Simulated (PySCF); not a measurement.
CH6ClFPSi2 (doublet)

```tsv
atom	x (Å)	y (Å)	z (Å)
F	3.1345	-0.0866	0.3947
C	1.9297	0.5460	0.3135
Cl	1.9993	1.6999	-1.0499
Si	0.5194	-0.7298	-0.0375
Si	-1.4866	0.4363	-0.2840
P	-3.1266	-1.0120	-0.6212
H	1.8331	1.1415	1.2251
H	0.5916	-1.6544	1.1038
H	0.9817	-1.4566	-1.2204
H	-1.7466	1.2635	0.9061
H	-1.4971	1.3317	-1.4431
H	-3.1312	-1.4801	0.6869
```

Geometry: GFN2-xTB.

Theory: UKS B3LYP, pcH-1 on C Cl F H P Si, non-relativistic, mean-field spin-orbit, GIAO (PySCF 2.14.0, density-fitted response routines).

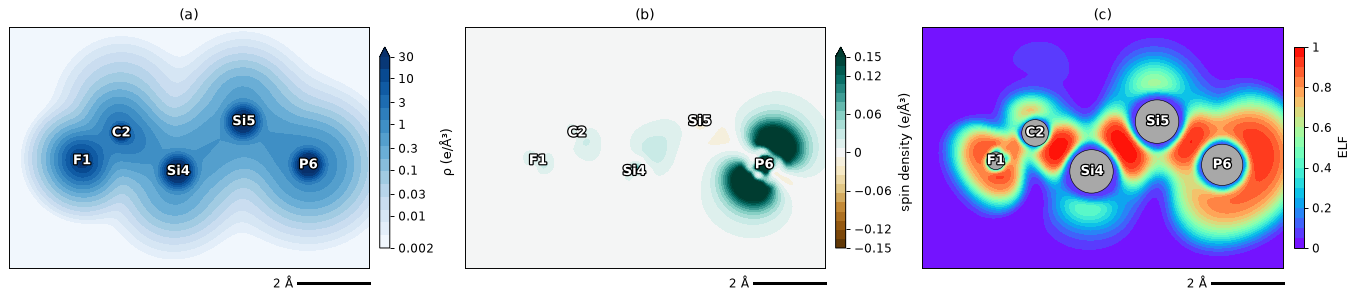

Figure 1. (a) electron density; (b) spin density; (c) electron localisation function on the plane of atoms F1, C2 and Si4. Grey discs cover the atomic cores in the ELF map.

**Interpret the plot.**

- Atoms in the plane: F, C, Si and P.
- C–F (1.36 Å): the density is about 2.2 e/Å³ at the midpoint, with its minimum of 1.7 e/Å³ about 0.5 Å from C; the ELF peaks at about 0.85 between the atoms; a shared but strongly polarised pair.
- C–Si (1.93 Å): ρ is about 0.91 e/Å³ halfway; the ELF peaks at about 1 between the atoms, as expected for a covalent bond.
- Si–P (2.21 Å): the density is about 0.77 e/Å³ at the midpoint; the ELF peaks at about 0.95 between the atoms (a covalent bond).
- Si–Si (2.33 Å): ρ at the midpoint is about 0.65 e/Å³; the ELF peaks at about 1 between the atoms: localised, covalent bonding.
- The ELF also peaks beside F1 and P6, away from the bonds: non-bonding electrons, paired or unpaired.
- The unpaired spin (1 electron) lies mostly on P6 (about 0.8), in electrons by Hirshfeld's partition.

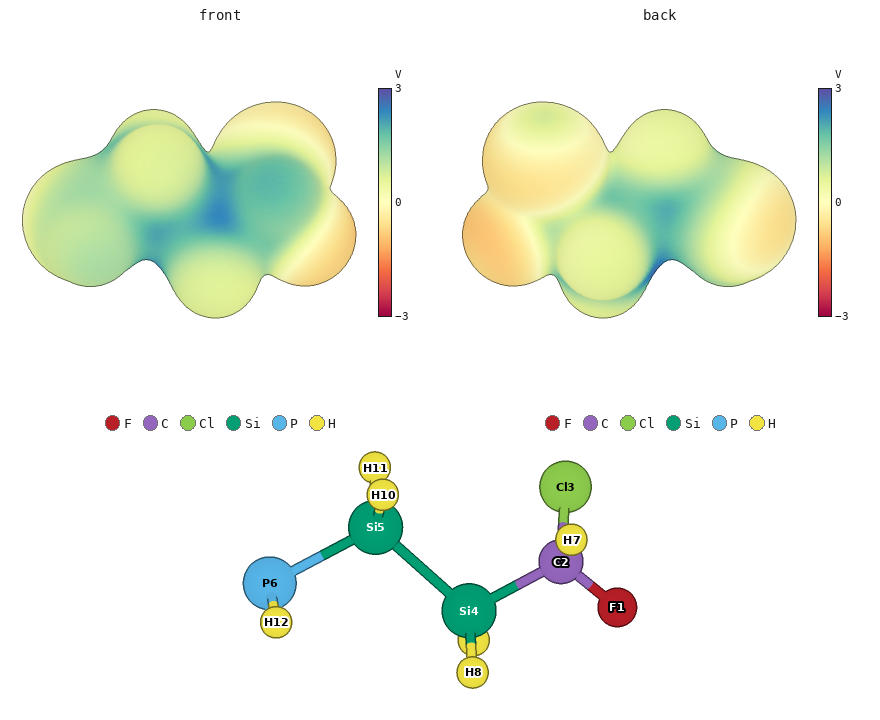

Figure 2. The molecular electrostatic potential painted on the density surface at 0.004 e/bohr³, seen from the front and from behind; the colour scale runs from red (negative) to blue (positive). The bare structure is drawn below in the same view.

**Describe the electrostatic potential map.**

The most negative region (about −0.9 V) lies over F1, the most positive (about +2.5 V) over Si4. Cl3 shows a σ-hole: about +0.7 V at the tip opposite its bond, against about −0.1 V on its flanks.
